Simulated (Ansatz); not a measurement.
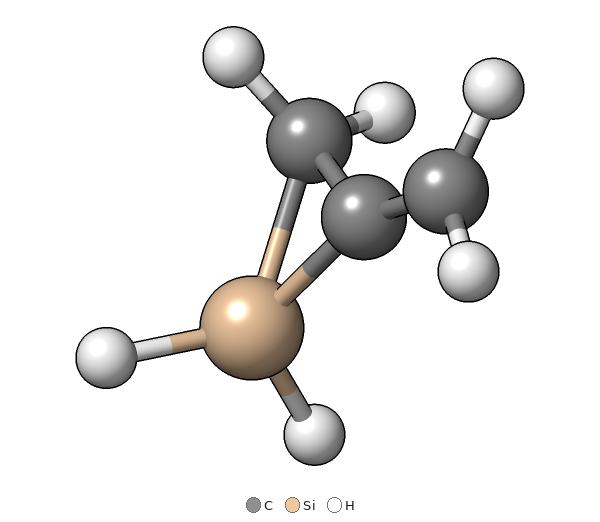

Figure made from data computed with Ansatz.

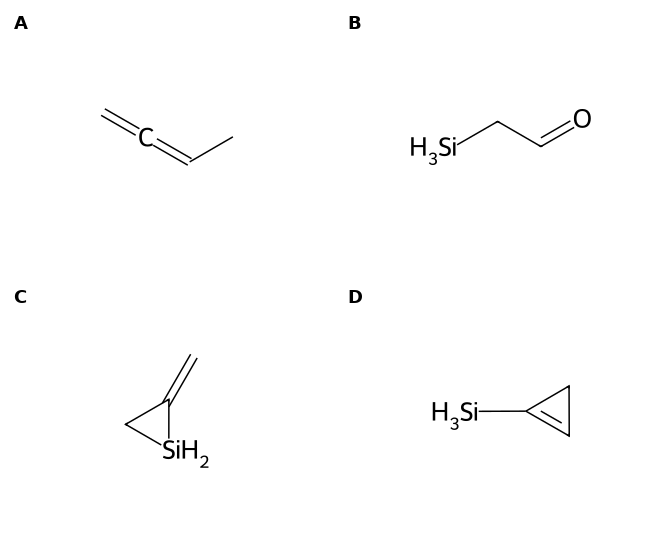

Which structural formula matches the 3D model?

C, `C=C1C[SiH2]1`.
